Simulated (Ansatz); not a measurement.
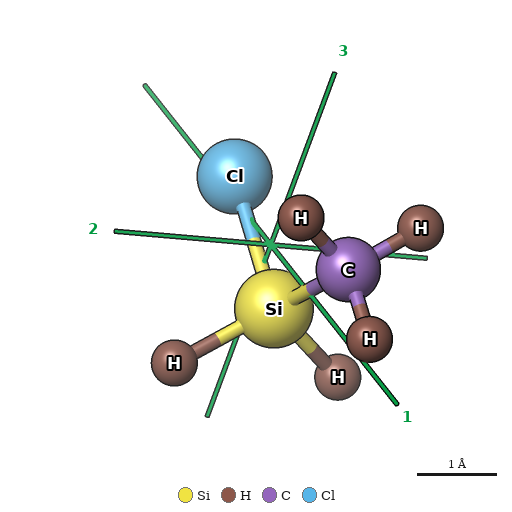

The three principal axes of inertia are drawn and numbered. Distant atoms are faded towards the background colour. The computed structure is the end point of a PBE0-D4/def2-TZVP optimisation. Masses are those of the most abundant isotopes; constants are for the rigid equilibrium geometry.

Q: Which line is the a axis (least moment of inertia), which b and which c?

A: a is line 1, b is line 3, c is line 2; the moments are 31.4, 130, 153 u Å².

Q: Classify the rotor and give the rotational constants (GHz).

A: An asymmetric top (Cs): A = 16.1, B = 3.87, C = 3.31 GHz. Ray's parameter κ is −0.91, close to the prolate limit.
